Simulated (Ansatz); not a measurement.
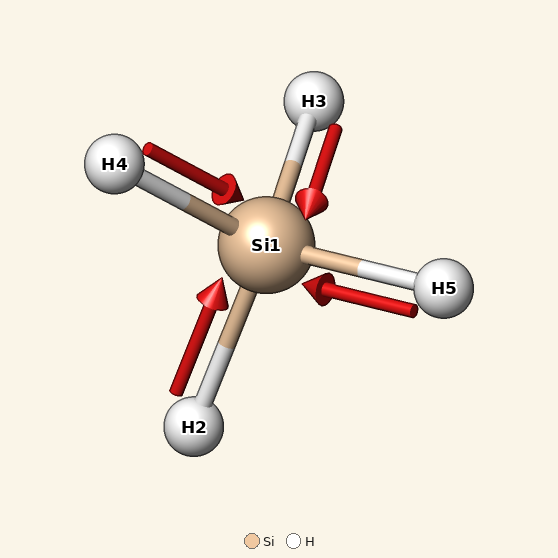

The arrows show one normal mode. Harmonic vibrations computed with RKS PBE0-D4/def2-TZVP (Ansatz 0.2.0) at a stationary point of the same level.

What kind of motion is it?

Answer. Mostly in-phase stretching of 4 Si–H bonds.

At what wavenumber does it lie?

Answer. 2236 cm⁻¹; it is mode 6 of 9 counted from the lowest.
